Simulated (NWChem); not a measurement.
# One shape, several levels: F2 (fluorine)

Wanted: a comparison of 6 runs (CCSD(T)/STO-3G, CCSD(T)/3-21G, CCSD(T)/6-31G, CCSD(T)/6-31G*, CCSD(T)/6-311G**, CCSD(T)/6-311G(2df,2pd)) of F2 (fluorine). 

The calculation is run with NWChem 7.3.0.

2 further runs of the same task are left out: 2 that didn't finish.

**1. The structure to begin with**

F2: 2 atoms, total charge 0, spin state singlet. SMILES: `FF`. The coordinates come from a PBE0-D4/def2-TZVP relaxation.

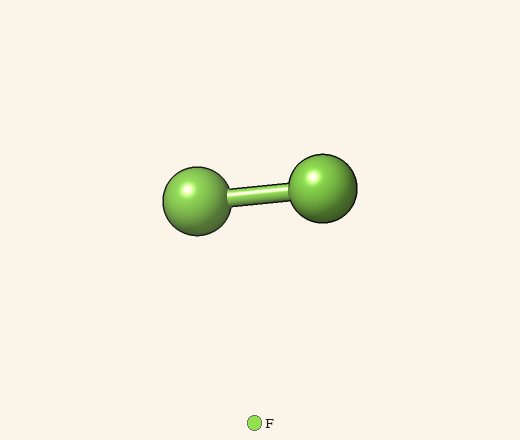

Viewed from a chosen angle; fluorine green.

**2. The energy at CCSD(T)/STO-3G (run 1)**

The input, run.nw:

```
echo
start run
title "F2 ccsd(t)"
memory stack 880 mb heap 220 mb global 1100 mb

geometry noautosym nocenter noautoz
F       -0.583900       0.212400      -0.295000
F        0.583900      -0.212400       0.295000
end

basis "ao basis" spherical bse
* library STO-3G
end

scf
thresh 1e-08
maxiter 80
noprint "final vectors analysis"
end

ccsd
freeze core 2
maxiter 60
end

task ccsd(t)
```

The run is started by

```bash
$ nwchem run.nw > run.out
```

The program printed:

```text
[...]
  functions       =    10
[...]
  wavefunction    = RHF
[...]
         Total SCF energy =   -195.975653113258
      One-electron energy =   -338.671994795097
      Two-electron energy =    111.536888676661
 Nuclear repulsion energy =     31.159453005178
        Time for solution =      0.0s
[...]
 Total MP2 energy:           -196.023545774910303
[...]
             energy      energy      error      ampl     ampl      Block
                                                time     time      time
[...]
 Total CCSD energy:           -196.049984627088321
[...]
 Total CCSD+T(CCSD) energy:           -196.049984627088321
[...]
 Total CCSD(T) energy:                -196.049984627088321
[...]
```

It took 0.77 s on 1 thread of Intel Xeon 6975P-C (Granite Rapids), shared host; peak memory 0.096 GiB.

**3. The energy at CCSD(T)/3-21G (run 2)**

The input, geom.nw:

```
start geom
memory total 2200 mb
charge 0

geometry units angstrom noautosym nocenter noautoz
  F    -0.583900    0.212400   -0.295000
  F     0.583900   -0.212400    0.295000
end

basis "ao basis" spherical bse
  F library 3-21G
end

scf
  thresh 1e-08
  maxiter 80
  noprint "final vectors analysis"
end

ccsd
  freeze core 2
  maxiter 60
end

task ccsd(t) energy
```

The run is started by

```bash
$ nwchem geom.nw > geom.out
```

The program printed:

```text
[...]
  functions       =    18
[...]
  wavefunction    = RHF
[...]
         Total SCF energy =   -197.643428106019
      One-electron energy =   -338.844810363285
      Two-electron energy =    110.041929252089
 Nuclear repulsion energy =     31.159453005178
        Time for solution =      0.1s
[...]
 Total MP2 energy:           -197.891359295921433
[...]
             energy      energy      error      ampl     ampl      Block
                                                time     time      time
[...]
 Total CCSD energy:           -197.897578026700728
[...]
 Total CCSD+T(CCSD) energy:           -197.902498986299776
[...]
 Total CCSD(T) energy:                -197.902172728707114
[...]
```

It took 0.99 s on 1 thread of Intel Xeon 6975P-C (Granite Rapids), shared host; peak memory 0.094 GiB.

Runs 3 to 4 aren't shown in full; the table further down has their settings and results.

**4. A single-point energy at CCSD(T)/6-311G(d,p) (run 5)**

The input, f2.nw:

```
echo
start f2
title "F2 energy"
memory stack 880 mb heap 220 mb global 1100 mb
charge 0
geometry noautosym nocenter noautoz
 F     -0.583900     0.212400    -0.295000
 F      0.583900    -0.212400     0.295000
end
basis spherical bse
 * library 6-311G**
end
scf
 thresh 1e-08
 maxiter 80
 print low
end
ccsd
 freeze core 2
 maxiter 60
end
task ccsd(t) energy
```

The run is started by

```bash
$ nwchem f2.nw > f2.out
```

The program printed:

```text
[...]
  functions       =    36
[...]
  wavefunction    = RHF
[...]
         Total SCF energy =   -198.730557990695
      One-electron energy =   -340.077804515882
      Two-electron energy =    110.187793520009
 Nuclear repulsion energy =     31.159453005178
        Time for solution =      0.7s
[...]
 Total MP2 energy:           -199.155292423068261
[...]
             energy      energy      error      ampl     ampl      Block
                                                time     time      time
[...]
 Total CCSD energy:           -199.160525192949621
[...]
 Total CCSD+T(CCSD) energy:           -199.172691297175930
[...]
 Total CCSD(T) energy:                -199.172162738961504
[...]
```

Wall time 4.2 s (1 thread of Intel Xeon 6975P-C (Granite Rapids), shared host); peak memory 0.1 GiB.

**5. The energy at CCSD(T)/6-311G(2df,2pd) (run 6)**

The input, geom.nw:

```
start geom
title "F2"
memory 2200 mb

geometry units au noautosym nocenter noautoz
 F  -1.10341108  0.40137783 -0.55746921
 F   1.10341108 -0.40137783  0.55746921
end

basis spherical bse
 F library "6-311G(2df,2pd)"
end

scf
 thresh 1e-08
 maxiter 80
 noprint "final vectors analysis"
end

ccsd
 freeze core 2
 maxiter 60
end

task ccsd(t) energy
```

The run is started by

```bash
$ nwchem geom.nw > geom.out
```

The program printed:

```text
[...]
  functions       =    60
[...]
  wavefunction    = RHF
[...]
         Total SCF energy =   -198.743032612305
      One-electron energy =   -340.177971021423
      Two-electron energy =    110.275487603965
 Nuclear repulsion energy =     31.159450805153
        Time for solution =      2.2s
[...]
 Total MP2 energy:           -199.250924939684012
[...]
             energy      energy      error      ampl     ampl      Block
                                                time     time      time
[...]
 Total CCSD energy:           -199.255913036358038
[...]
 Total CCSD+T(CCSD) energy:           -199.272567031831613
[...]
 Total CCSD(T) energy:                -199.272029776899672
[...]
```

Wall time 19 s (1 thread of Intel Xeon 6975P-C (Granite Rapids), shared host); peak memory 0.12 GiB.

**6. Overview of the runs**

```
run                                 level  energy (Eh)  correlation energy (mEh)  (T) correction (mEh)  wall time
  1                        CCSD(T)/STO-3G  -196.049985                     -74.3                  0.00     0.77 s
  2                         CCSD(T)/3-21G  -197.902173                    -258.7                 -4.59     0.99 s
  3                         CCSD(T)/6-31G  -198.913253                    -268.4                 -4.94      1.2 s
  4  CCSD(T)/6-31G* (spherical functions)  -199.042963                    -370.2                 -8.51      2.3 s
  5                      CCSD(T)/6-311G**  -199.172163                    -441.6                -11.64      4.2 s
  6               CCSD(T)/6-311G(2df,2pd)  -199.272030                    -529.0                -16.12       19 s
```

**7. Summary of results**

```
                                          quantity          value
                               run 6: total energy  -199.27203 Eh
run 6: correlation energy (2 core orbitals frozen)     -529.0 mEh
                             run 6: (T) correction     -16.12 mEh
```

What this shows: In run 1 the basis is minimal, so the values are rough. All runs together took 29 s, the longest 19 s.
